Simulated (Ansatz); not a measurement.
# Current against voltage: H2, between Al atomic chains, part 2 of 3

Wanted: I(V), the voltage drop and T(E, V).

Ansatz 0.2.0; DFT PBE, plane waves, PAW; relaxation of a junction, electrodes held but for their tips (the session's first sound run).

So far: Starting point; Relaxing the junction.

## 2. Relaxing the junction (continued)

Step by step:

```tsv
step	energy less that of the first step (eV)	largest force component (eV/Å)
1	0.0000	2.9301
2	-0.7657	0.9009
3	-0.8619	0.5482
4	-0.8914	0.0652
5	-0.8914	0.0666
```

The run keeps the 16 symmetry operations that it works with, so distortions that break them were not tested.

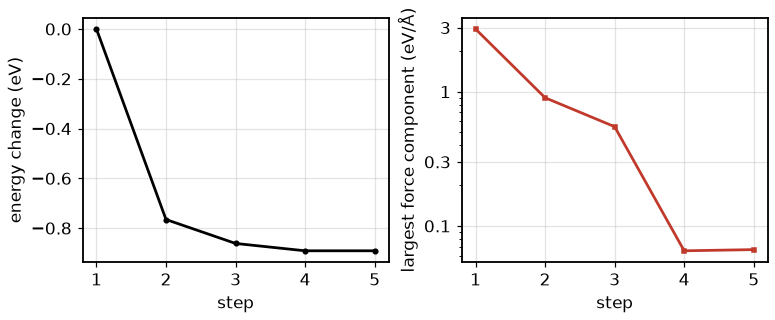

Energy and largest force along the relaxation.

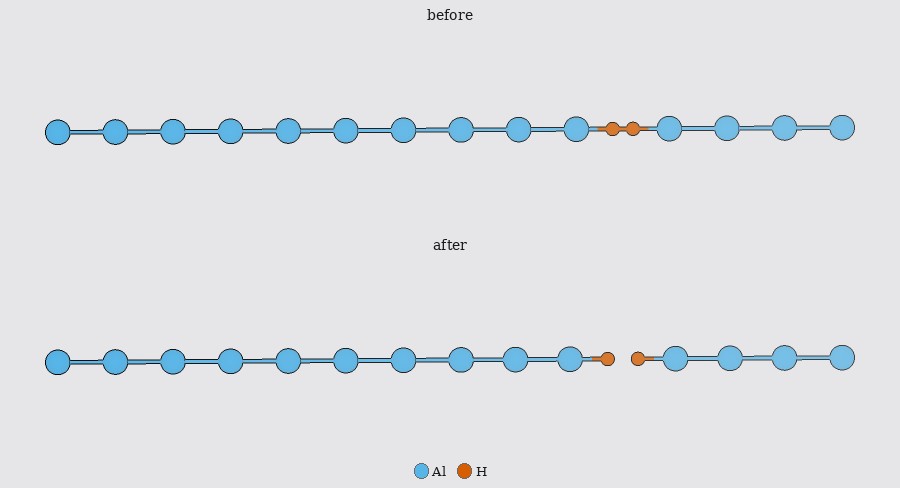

Before and after, at one scale. Drawn is a stretch of 33 Å of the 81 Å that the atoms span along c, seen along the normal of the bc plane.

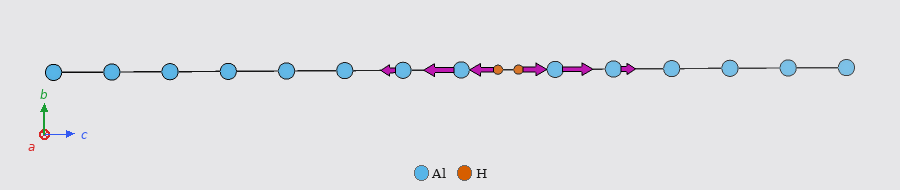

Displacements in the relaxation, exaggerated; the longest in the cell stands for 0.26 Å. Drawn is a stretch of 33 Å of the 81 Å that the atoms span along c, seen along the normal of the bc plane.

The atoms that moved most (Å):

```tsv
atom	dx	dy	dz	length
Al17	0.000	0.000	-0.261	0.261
Al20	0.000	0.000	0.261	0.261
H18	0.000	0.000	-0.208	0.208
H19	0.000	0.000	0.208	0.208
Al16	0.000	0.000	-0.132	0.132
Al21	0.000	0.000	0.132	0.132
```

The relaxed structure:

```cif
data_structure
_symmetry_space_group_name_H-M 'P 1'
_symmetry_Int_Tables_number 1
_cell_length_a 6.0000
_cell_length_b 6.0000
_cell_length_c 95.0100
_cell_angle_alpha 90.000
_cell_angle_beta 90.000
_cell_angle_gamma 90.000
_cell_volume 3420.36
loop_
_atom_site_label
_atom_site_type_symbol
_atom_site_fract_x
_atom_site_fract_y
_atom_site_fract_z
_atom_site_occupancy
Al1 Al 0.50000 0.50000 0.00000 1
Al2 Al 0.50000 0.50000 0.02537 1
Al3 Al 0.50000 0.50000 0.05073 1
Al4 Al 0.50000 0.50000 0.07610 1
Al5 Al 0.50000 0.50000 0.10146 1
Al6 Al 0.50000 0.50000 0.12683 1
Al7 Al 0.50000 0.50000 0.15219 1
Al8 Al 0.50000 0.50000 0.17756 1
Al9 Al 0.50000 0.50000 0.20293 1
Al10 Al 0.50000 0.50000 0.22829 1
Al11 Al 0.50000 0.50000 0.25366 1
Al12 Al 0.50000 0.50000 0.27902 1
Al13 Al 0.50000 0.50000 0.30439 1
Al14 Al 0.50000 0.50000 0.32975 1
Al15 Al 0.50000 0.50000 0.35512 1
Al16 Al 0.50000 0.50000 0.37910 1
Al17 Al 0.50000 0.50000 0.40310 1
H18 H 0.50000 0.50000 0.41966 1
H19 H 0.50000 0.50000 0.43299 1
Al20 Al 0.50000 0.50000 0.44954 1
Al21 Al 0.50000 0.50000 0.47355 1
Al22 Al 0.50000 0.50000 0.49753 1
Al23 Al 0.50000 0.50000 0.52289 1
Al24 Al 0.50000 0.50000 0.54826 1
Al25 Al 0.50000 0.50000 0.57362 1
Al26 Al 0.50000 0.50000 0.59899 1
Al27 Al 0.50000 0.50000 0.62436 1
Al28 Al 0.50000 0.50000 0.64972 1
Al29 Al 0.50000 0.50000 0.67509 1
Al30 Al 0.50000 0.50000 0.70045 1
Al31 Al 0.50000 0.50000 0.72582 1
Al32 Al 0.50000 0.50000 0.75118 1
Al33 Al 0.50000 0.50000 0.77655 1
Al34 Al 0.50000 0.50000 0.80192 1
Al35 Al 0.50000 0.50000 0.82728 1
Al36 Al 0.50000 0.50000 0.85265 1
```

Numbers from this step:

| Quantity | Value |
| --- | --- |
| energy at zero smearing | -18232.9589 eV |

The largest force component on a free atom ends at 0.067 eV/Å, under the limit of 0.07. The apex atoms end 4.41 Å apart, and their nearest bridge atoms lie at 1.57 Å (Al–H) and 1.57 Å (Al–H).

## 3. Current against voltage

This step: DFT PBE, plane waves, PAW; current against voltage, self-consistent under bias (Ansatz 0.2.0).

Vacuum beyond both ends lets the two leads hold different Fermi levels, and the density is solved anew at each bias. Each lead has 17 atoms, since a wire screens slowly.

Input file input.yaml:

```yaml
crystal:
  lattice:
    - [6.0, 0.0, 0.0]
    - [0.0, 6.0, 0.0]
    - [0.0, 0.0, 95.01]
  atoms:
    - { symbol: Al, position: [0.5, 0.5, 0.0] }
    - { symbol: Al, position: [0.5, 0.5, 0.025365751] }
    - { symbol: Al, position: [0.5, 0.5, 0.050731502] }
    - { symbol: Al, position: [0.5, 0.5, 0.076097253] }
    - { symbol: Al, position: [0.5, 0.5, 0.101463004] }
    - { symbol: Al, position: [0.5, 0.5, 0.126828755] }
    - { symbol: Al, position: [0.5, 0.5, 0.152194506] }
    - { symbol: Al, position: [0.5, 0.5, 0.177560257] }
    - { symbol: Al, position: [0.5, 0.5, 0.202926008] }
    - { symbol: Al, position: [0.5, 0.5, 0.228291759] }
    - { symbol: Al, position: [0.5, 0.5, 0.25365751] }
    - { symbol: Al, position: [0.5, 0.5, 0.279023261] }
    - { symbol: Al, position: [0.5, 0.5, 0.304389012] }
    - { symbol: Al, position: [0.5, 0.5, 0.329754763] }
    - { symbol: Al, position: [0.5, 0.5, 0.355120514] }
    - { symbol: Al, position: [0.5, 0.5, 0.3790969326] }
    - { symbol: Al, position: [0.5, 0.5, 0.4031024826] }
    - { symbol: H, position: [0.5, 0.5, 0.4196599035] }
    - { symbol: H, position: [0.5, 0.5, 0.4329871865] }
    - { symbol: Al, position: [0.5, 0.5, 0.4495446074] }
    - { symbol: Al, position: [0.5, 0.5, 0.4735501574] }
    - { symbol: Al, position: [0.5, 0.5, 0.497526576] }
    - { symbol: Al, position: [0.5, 0.5, 0.522892327] }
    - { symbol: Al, position: [0.5, 0.5, 0.548258078] }
    - { symbol: Al, position: [0.5, 0.5, 0.573623829] }
    - { symbol: Al, position: [0.5, 0.5, 0.59898958] }
    - { symbol: Al, position: [0.5, 0.5, 0.624355331] }
    - { symbol: Al, position: [0.5, 0.5, 0.649721082] }
    - { symbol: Al, position: [0.5, 0.5, 0.675086833] }
    - { symbol: Al, position: [0.5, 0.5, 0.700452584] }
    - { symbol: Al, position: [0.5, 0.5, 0.725818335] }
    - { symbol: Al, position: [0.5, 0.5, 0.751184086] }
    - { symbol: Al, position: [0.5, 0.5, 0.776549837] }
    - { symbol: Al, position: [0.5, 0.5, 0.801915588] }
    - { symbol: Al, position: [0.5, 0.5, 0.827281339] }
    - { symbol: Al, position: [0.5, 0.5, 0.85264709] }
kpoints:
  mp_grid: { grid: [1, 1, 1] }
scf:
  occupations: { method: fermi_dirac, width: 0.1 }
hamiltonian:
  xc: pbe
output:
  current_voltage:
    leads: [[10, 11], [24, 25]]
    bias: [0.3, 0.6, 1.0, 1.5]
    electrode_ends: [16, 19]
    kmesh: [1, 1]
  write_potential: true
  write_density: true
  volumetric_format: npy
basis:
  ecutwfc: "340 eV"
```

Command:

```console
> ansatz run input.yaml --threads 4 --pin off --max-ram 16384MiB --backend cpu --events-out ev --progress --plain --runs-dir out
```

Numbers of over 12 decimals in the logs are rounded to 6 here.

The log of the run:

```text
[...]
Crystal: 36 atoms, lattice volume = 3420.360 Å³
Basis set: ecut = 340 eV, 48457 PW (Γ)
Bands: 88, of which v1, the nominal top of the filled ones, is band 52 counted from 1 (51 counted from 0)
Symmetry: 16 space group operations
[...]
k-points: 1
[...]
SCF iter   1: F=—  HF=-18234.172729 eV  |F-HF|=—  |Δ(HF+E_count)|=         —  Δρ=4.17e-3  dr2=3.83e1  ethr=1.77e-3  ⟨swp⟩=11.0  Hψ=507  notcnv=0
[...]
SCF iter  13: F=-18233.813768 eV  HF=-18233.813768 eV  |F-HF|=6.30e-9  |Δ(HF+E_count)|=   3.55e-9  Δρ=2.31e-7  dr2=9.05e-9  ethr=9.62e-11  ⟨swp⟩=2.0  Hψ=104  notcnv=0
SCF 1 converged in 13 iterations: F = -18233.813768 eV  dr2 = 9.05e-9
[...]
bias +0 V, iteration  1: dr2 8.43e0 eV, mean Fermi level -1.7074 eV
bias +0 V, iteration  2: dr2 2.67e-1 eV, mean Fermi level -1.6949 eV
bias +0 V, iteration  3: dr2 1.65e-1 eV, mean Fermi level -1.7059 eV
bias +0 V, iteration  4: dr2 8.92e-3 eV, mean Fermi level -1.7016 eV
bias +0 V, iteration  5: dr2 3.88e-3 eV, mean Fermi level -1.7019 eV
bias +0 V, iteration  6: dr2 1.98e-4 eV, mean Fermi level -1.7021 eV
bias +0 V, iteration  7: dr2 1.03e-4 eV, mean Fermi level -1.7018 eV
bias +0 V, iteration  8: dr2 2.26e-5 eV, mean Fermi level -1.7019 eV
bias +0 V, iteration  9: dr2 1.95e-6 eV, mean Fermi level -1.7018 eV
bias +0 V, iteration 10: dr2 1.19e-6 eV, mean Fermi level -1.7018 eV
bias +0 V, iteration 11: dr2 7.21e-7 eV, mean Fermi level -1.7018 eV
bias +0 V, iteration 12: dr2 1.15e-7 eV, mean Fermi level -1.7018 eV
bias +0 V, iteration 13: dr2 1.79e-8 eV, mean Fermi level -1.7018 eV
bias +0.3 V, iteration  1: dr2 2.53e2 eV, mean Fermi level -1.6920 eV
bias +0.3 V, iteration  2: dr2 2.52e1 eV, mean Fermi level -1.7001 eV
bias +0.3 V, iteration  3: dr2 6.20e0 eV, mean Fermi level -1.6961 eV
bias +0.3 V, iteration  4: dr2 3.41e-1 eV, mean Fermi level -1.7011 eV
bias +0.3 V, iteration  5: dr2 2.12e-2 eV, mean Fermi level -1.6991 eV
bias +0.3 V, iteration  6: dr2 6.76e-3 eV, mean Fermi level -1.7002 eV
bias +0.3 V, iteration  7: dr2 4.05e-4 eV, mean Fermi level -1.7000 eV
bias +0.3 V, iteration  8: dr2 1.26e-4 eV, mean Fermi level -1.7001 eV
bias +0.3 V, iteration  9: dr2 1.24e-5 eV, mean Fermi level -1.7001 eV
bias +0.3 V, iteration 10: dr2 6.87e-6 eV, mean Fermi level -1.7001 eV
bias +0.3 V, iteration 11: dr2 2.92e-6 eV, mean Fermi level -1.7001 eV
bias +0.3 V, iteration 12: dr2 1.04e-6 eV, mean Fermi level -1.7001 eV
bias +0.3 V, iteration 13: dr2 1.07e-7 eV, mean Fermi level -1.7001 eV
bias +0.3 V, iteration 14: dr2 2.05e-8 eV, mean Fermi level -1.7001 eV
bias +0.6 V, iteration  1: dr2 1.61e0 eV, mean Fermi level -1.6980 eV
bias +0.6 V, iteration  2: dr2 4.96e-1 eV, mean Fermi level -1.7011 eV
bias +0.6 V, iteration  3: dr2 3.89e-2 eV, mean Fermi level -1.6989 eV
bias +0.6 V, iteration  4: dr2 1.57e-2 eV, mean Fermi level -1.6992 eV
bias +0.6 V, iteration  5: dr2 1.42e-3 eV, mean Fermi level -1.6991 eV
bias +0.6 V, iteration  6: dr2 2.21e-4 eV, mean Fermi level -1.6991 eV
bias +0.6 V, iteration  7: dr2 3.83e-5 eV, mean Fermi level -1.6991 eV
bias +0.6 V, iteration  8: dr2 6.89e-6 eV, mean Fermi level -1.6991 eV
bias +0.6 V, iteration  9: dr2 1.56e-6 eV, mean Fermi level -1.6991 eV
bias +0.6 V, iteration 10: dr2 2.59e-7 eV, mean Fermi level -1.6991 eV
bias +0.6 V, iteration 11: dr2 1.82e-7 eV, mean Fermi level -1.6991 eV
bias +0.6 V, iteration 12: dr2 1.36e-8 eV, mean Fermi level -1.6991 eV
bias +1 V, iteration  1: dr2 3.03e-1 eV, mean Fermi level -1.6972 eV
bias +1 V, iteration  2: dr2 2.23e-1 eV, mean Fermi level -1.6995 eV
bias +1 V, iteration  3: dr2 5.64e-2 eV, mean Fermi level -1.6978 eV
bias +1 V, iteration  4: dr2 1.38e-2 eV, mean Fermi level -1.6984 eV
bias +1 V, iteration  5: dr2 8.23e-4 eV, mean Fermi level -1.6986 eV
bias +1 V, iteration  6: dr2 2.44e-4 eV, mean Fermi level -1.6987 eV
bias +1 V, iteration  7: dr2 1.20e-4 eV, mean Fermi level -1.6988 eV
bias +1 V, iteration  8: dr2 2.87e-6 eV, mean Fermi level -1.6988 eV
bias +1 V, iteration  9: dr2 2.64e-6 eV, mean Fermi level -1.6987 eV
bias +1 V, iteration 10: dr2 1.96e-6 eV, mean Fermi level -1.6987 eV
bias +1 V, iteration 11: dr2 3.14e-8 eV, mean Fermi level -1.6987 eV
bias +1.5 V, iteration  1: dr2 2.20e-1 eV, mean Fermi level -1.6987 eV
bias +1.5 V, iteration  2: dr2 6.33e-2 eV, mean Fermi level -1.6999 eV
bias +1.5 V, iteration  3: dr2 3.77e-2 eV, mean Fermi level -1.6997 eV
bias +1.5 V, iteration  4: dr2 7.28e-3 eV, mean Fermi level -1.6996 eV
bias +1.5 V, iteration  5: dr2 6.69e-4 eV, mean Fermi level -1.6999 eV
bias +1.5 V, iteration  6: dr2 1.05e-4 eV, mean Fermi level -1.7000 eV
bias +1.5 V, iteration  7: dr2 7.74e-5 eV, mean Fermi level -1.7001 eV
bias +1.5 V, iteration  8: dr2 4.59e-5 eV, mean Fermi level -1.7001 eV
bias +1.5 V, iteration  9: dr2 7.95e-6 eV, mean Fermi level -1.7001 eV
bias +1.5 V, iteration 10: dr2 6.55e-6 eV, mean Fermi level -1.7002 eV
bias +1.5 V, iteration 11: dr2 8.33e-7 eV, mean Fermi level -1.7002 eV
bias +1.5 V, iteration 12: dr2 6.36e-7 eV, mean Fermi level -1.7002 eV
bias +1.5 V, iteration 13: dr2 1.39e-7 eV, mean Fermi level -1.7002 eV
bias +1.5 V, iteration 14: dr2 3.29e-8 eV, mean Fermi level -1.7002 eV
transmission: 6 of 44 steps passed
transmission: 14 of 44 steps passed
[...]
transmission: 44 of 44 steps passed
WARN: The output density's exchange-correlation potential varies sharply where the density is thin. Do not read a vacuum level from v_tot or v_xc, or from such a field of the output density. On a cell that repeats whose density bears no net charge and no dipole along the vacuum's axis use v_es (v_loc + v_h of the components); under efield.dipole_correction with no amplitude use v_es + v_field, which holds any externa [...]
SCF converged after 13 iterations
Free energy (F): -18233.813768 eV
[...]
Internal energy: -18232.105247 eV  (E = F + TS)
E sigma→0 (E₀):  -18232.959508 eV
Entropy (-TS):   -1.708521 eV (-47.459 meV/atom)
Fermi energy:    -1.712909 eV
[...]
--- Band table (eV) ---
  k-point 0: bands = [... 48 lower, -1.8172, -1.8172, -1.8030, -1.8030, -1.6629, -1.6629, -1.6456, -1.6456, ... 32 higher]
--- Current–voltage curve ---
  leads      : [10, 11] from 0.00 to 33.74 and [24, 25] from 47.27 to 81.01 Å, reservoirs outside 21.47 and 59.54
  electrodes : end at 38.30 and 42.71 Å
  density    : 218 bands, filled at a thermal energy of 2.585e-2 eV; current at 300 K
  bias (V)   current (A)   every other point   every other energy   edges, levels   drop (V)   electrons moved   misfit (meV)   iterations
        +0      0.0000e0                   -             0.0000e0        0.0000e0     +0.000            0.00e0           41.3   13
      +0.3     4.5738e-6                   -            4.5729e-6      5.8431e-10     +0.258           1.56e-2           41.3   14
      +0.6     4.6308e-6                   -            4.6390e-6        0.0000e0     +0.561           3.25e-2           42.8   12
        +1     5.5805e-6                   -            5.5906e-6        0.0000e0     +0.954           5.49e-2           42.7   11
[...]
At 0 V the conductance is 2.3596e-5 S, 6.5544e13 S/m².
```

The job ended after 8.4 min (4 threads of Arm Neoverse V1, shared host; peak memory 3.1 GiB; 30 min of CPU time).

Numbers from this step:

* conductance at zero bias: 0.3045 G₀
* current at the highest bias: 6.930 μA
* largest misfit of the leads: 43.64 meV

Cell area 36.000 Å^2. Current through one cell against bias:

```tsv
bias (V)	current through one cell (μA)
0.000	0
0.300	4.57
0.600	4.63
1.000	5.58
1.500	6.93
```

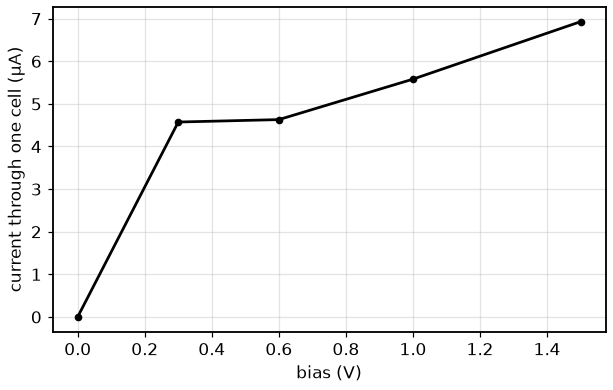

Current through one cell against bias.

Bias 0 V. Transmission and channels at 0 V against energy, zero at the mean Fermi level:

```tsv
energy (eV)	transmission	channels, lower lead	channels, upper lead
-0.259	0.140	2	2
-0.233	0.135	2	2
-0.207	0.142	2	2
-0.181	0.160	2	2
-0.155	0.189	2	2
-0.129	0.226	2	2
-0.103	0.267	2	2
-0.078	0.304	2	2
-0.052	0.328	2	2
-0.026	0.335	2	2
0.000	0.323	2	2
0.026	0.298	2	2
0.052	0.267	2	2
0.078	0.236	2	2
0.103	0.207	2	2
0.129	0.183	2	2
0.155	0.163	2	2
0.181	0.148	2	2
0.207	0.135	2	2
0.233	0.126	2	2
0.259	0.120	2	2
```

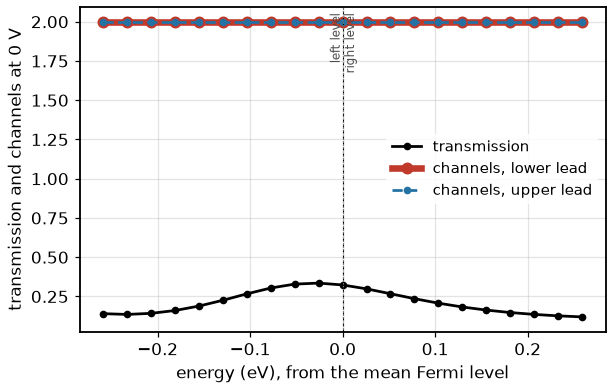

Transmission and channels at 0 V against energy.

(Part 2 of 3 ends here.)

[Logs are printed without paths, hosts, clocks, repeated set-up lines and the standing remarks that a program may print on its own settings, such as how far it seeks lower states.]

[Hosts, paths, dates, database ids (printed as entryN), source tags and the programs' standing remarks are cut or masked in the printed files.]
